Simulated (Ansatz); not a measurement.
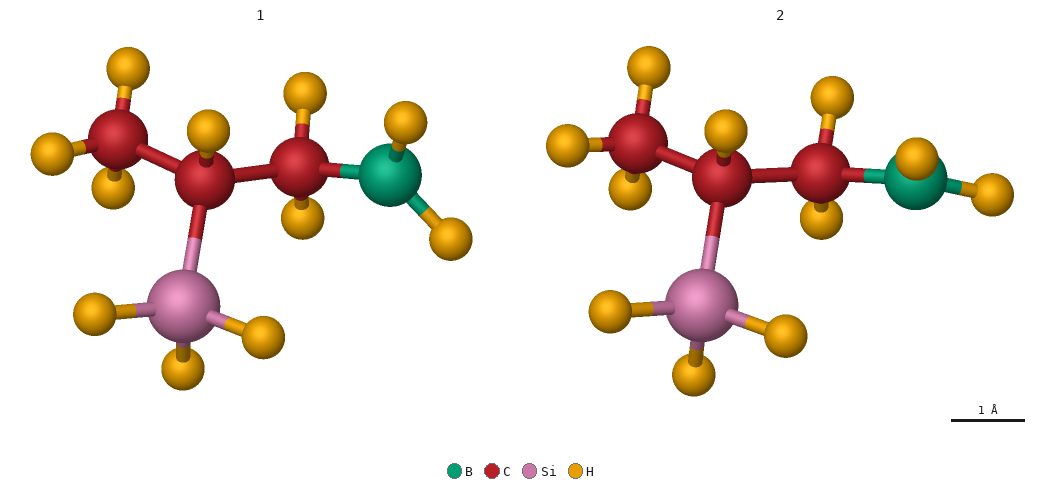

Two geometries of C₃H₁₁BSi (coarse preliminary run), drawn at one scale. One is the start of a relaxation, the other its converged end. A ball-and-stick model, seen at a tilt.

Level of theory: RKS PBE-D4/def2-SVP in Ansatz. Settings: force threshold 0.03 eV/Å; at most 200 steps.

Question: Which one is relaxed?

Answer: Structure 2 is the relaxed one. The start comes from a force field. After 10 accepted moves (12 points after the start) the energy has fallen by 51.8 kJ/mol. The largest force component goes from 4.8 to 0.018 eV/Å. The line search rejected the trial steps at points 6, 9 of the run. The largest move after the best rigid fit is that of an H atom, 0.78 Å. By element the largest moves are H 0.78 Å, C 0.10 Å, B 0.09 Å, Si 0.07 Å. Among the contacts that change: C–H 1.035 → 1.112 Å, H–Si 1.430 → 1.507 Å, C–C 1.585 → 1.536 Å, C–Si 1.860 → 1.909 Å. Bond angles that change, for instance: H–C–H 116.3° → 107.4°, B–C–H 104.7° → 96.4°, C–C–H 104.3° → 112.2°. Groups turn about B–C by about 35°. The run took 20 s on 4 threads of Arm Neoverse V2 (shared host).
